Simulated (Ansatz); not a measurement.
The relaxed structure here is a generated cell of ZnCu: the first start was made by placing the elements on the sites of a structure type, and the end was not matched to a known phase here, so it may be hypothetical. Known forms of ZnCu include space group No. 221.

A relaxed structure of ZnCu. Space group P6/mmm (No. 191), AFLOW prototype AB_hP6_191_f_ad (B35, as in CoSn). All values below come from PBEsol (plane waves to 420 eV, PAW, scalar-relativistic; Ansatz, a first-principles code).

```xyz
6
Lattice="5.0064 0.0000 0.0000 -2.5032 4.3357 0.0000 0.0000 0.0000 4.0766" Properties=species:S:1:pos:R:3 pbc="T T T"
Zn     2.5032     0.0000     0.0000
Zn     1.2516     2.1678     0.0000
Zn    -1.2516     2.1678     0.0000
Cu     0.0000     0.0000     0.0000
Cu     0.0000     2.8905     2.0383
Cu     2.5032     1.4452     2.0383
```

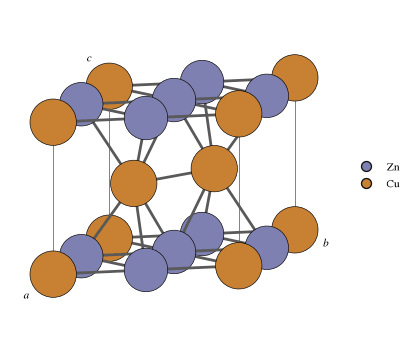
Figure: The conventional cell of the relaxed structure

```yaml
volume_per_atom: 14.75 Å³
band_gap: no gap (metallic)
shortest_distances: Cu–Zn 2.50 Å; Zn–Zn 2.50 Å; Cu–Cu 2.89 Å
k-mesh: 11×11×12
```

Band energies at high-symmetry points (eV from the Fermi level; labels of this space group; no spin-orbit coupling), from −5 eV up to 3.6 eV:

```csv
point,energies
Γ,-4.40 -3.20 -3.18 -3.18 -3.17 -3.17 -2.92 -2.92 -2.52 -2.52 -2.51 -2.51 -2.26 -2.23 -2.23 -0.72 -0.67 -0.31 -0.31 0.54 0.54 1.75
M,-4.08 -3.24 -3.07 -2.99 -2.98 -2.96 -2.96 -2.88 -2.61 -2.50 -2.43 -2.33 -2.28 -2.27 -2.21 -2.10 -0.70 1.75 3.11
K,-3.20 -3.08 -3.08 -3.06 -2.93 -2.93 -2.81 -2.81 -2.42 -2.36 -2.31 -2.31 -2.28 -2.28 -2.10 2.60 2.60 2.61 2.61 3.13
A,-3.52 -3.52 -3.03 -2.99 -2.99 -2.85 -2.85 -2.70 -2.70 -2.39 -2.36 -2.36 -2.18 -2.18 -2.07 -1.98 0.46 0.46 1.79 1.79 3.25 3.25 3.40
L,-4.33 -3.75 -3.50 -3.23 -2.97 -2.94 -2.80 -2.57 -2.55 -2.52 -2.51 -2.41 -2.31 -2.30 -2.23 -1.88 -1.68 -0.65 0.20 1.05 3.01
H,-3.76 -3.76 -3.06 -2.99 -2.99 -2.71 -2.71 -2.60 -2.51 -2.51 -2.37 -2.27 -2.27 -2.11 -1.52 -1.52 -1.50 -0.84
```

No spin polarisation in the result.

The run could not lose the symmetry of its start: the end is stationary, and may be a saddle point rather than a minimum.

All atoms sit on sites fixed by symmetry, so only the cell could relax.
